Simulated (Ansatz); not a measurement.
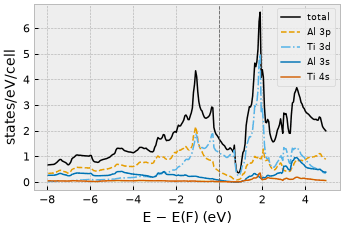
Figure: Total and projected density of states of TiAl3 in space group I4/mmm (No. 139; Al on 2b, Al on 4d, Ti on 2a), DFT-LDA in the program Ansatz with PAW potentials

Task: Which orbitals carry the states next to the Fermi level?

Result: Within 0.5 eV of the Fermi level: Ti 3d 67 %, Al 3p 26 %. Projections are on Löwdin-orthogonalised atomic valence shells; empty p or d shells of many metals are not among them.

Task: Where is the tallest occupied peak in this window, and what makes it?

Result: Near -1.1 eV, about 4.3 states/eV per cell; the largest projected share is Al 3p.

Symmetry was held in the LDA relaxation; of distortions, only those at the zone centre were tested. The run is not spin-polarised.

Potentials: the later of the program's two PAW sets.
